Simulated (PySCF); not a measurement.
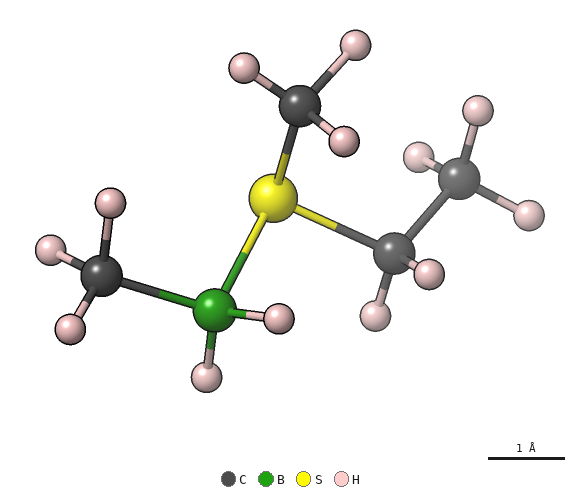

This is the input geometry for a relaxation of C$_{4}$H$_{13}$BS. A ball-and-stick model, seen at a tilt.

The start comes from GFN2-xTB. Its atoms were then displaced at random by about 0.03 Å.

Method: PBE0-D3(BJ)/def2-SVP geometry optimisation, gas phase (PySCF 2.14.0, density-fitted response routines).

```xyz
19

C     2.9256   -0.2405    0.0288
B     1.4577   -0.8267   -0.4898
S    -0.0368   -0.0698    0.6827
C     0.0071    1.6527    0.0891
C    -1.4568   -0.7955   -0.1503
C    -2.7643   -0.2874    0.4863
H     3.7182   -0.5606   -0.5765
H     2.9429    0.9377   -0.1017
H     3.0803   -0.3830    1.1151
H     1.3700   -1.9880   -0.2505
H     1.0980   -0.4850   -1.5445
H    -0.0721    1.6462   -0.9658
H     0.6962    2.2026    0.4399
H    -1.0420    2.1192    0.5106
H    -1.3943   -0.5628   -1.1775
H    -1.3354   -1.8096    0.0233
H    -2.8911    0.7979    0.3345
H    -3.6136   -0.8083    0.0476
H    -2.7719   -0.5271    1.5684
```

### Where does the relaxation end?

After 5 geometry steps the energy has fallen by 1.373 eV. The largest move after the best rigid fit is that of H13, 0.12 Å. By element the largest moves are H 0.12 Å, C 0.10 Å, S 0.07 Å, B 0.04 Å. Some distances before and after: C4–H13 0.949 → 1.098 Å, C4–H14 1.223 → 1.098 Å, C1–H8 1.186 → 1.104 Å, C5–H16 1.036 → 1.100 Å. Bond angles that change, for instance: S3–C4–H13 116.4° → 106.6°, H7–C1–H9 115.0° → 106.4°, S3–C4–H14 103.2° → 110.6°.

History of the run:

```json
{"step": "0", "E − E(0), eV": "0.0000"}
{"step": "1", "E − E(0), eV": "-1.3157"}
{"step": "2", "E − E(0), eV": "-1.3654"}
{"step": "3", "E − E(0), eV": "-1.3724"}
{"step": "4", "E − E(0), eV": "-1.3731"}
{"step": "5", "E − E(0), eV": "-1.3735"}
```

The structure at the end:

```xyz
19

C     2.8608   -0.1654    0.0374
B     1.4722   -0.8099   -0.4513
S     0.0142   -0.0424    0.6495
C    -0.0873    1.6663    0.0972
C    -1.4567   -0.7559   -0.1296
C    -2.7624   -0.3186    0.5005
H     3.6763   -0.6317   -0.5412
H     2.9453    0.9208   -0.1413
H     3.0877   -0.3517    1.1008
H     1.3249   -1.9986   -0.1844
H     1.1187   -0.5312   -1.5947
H    -0.0932    1.6975   -1.0017
H     0.8131    2.1711    0.4700
H    -0.9753    2.1565    0.5173
H    -1.3965   -0.5229   -1.2042
H    -1.2948   -1.8395   -0.0290
H    -2.9372    0.7616    0.3835
H    -3.6029   -0.8387    0.0165
H    -2.7892   -0.5552    1.5744
```

After the run, drawn alike:

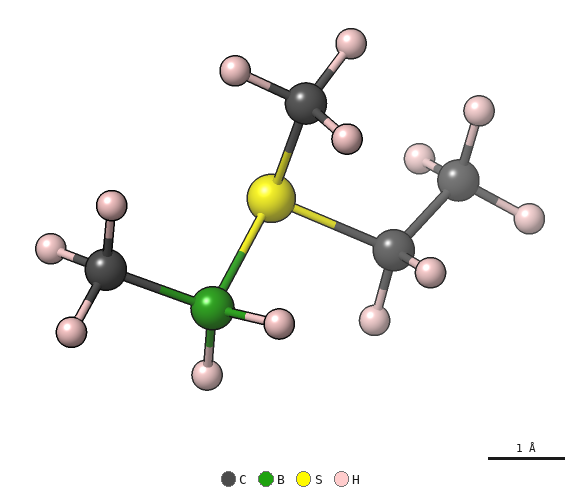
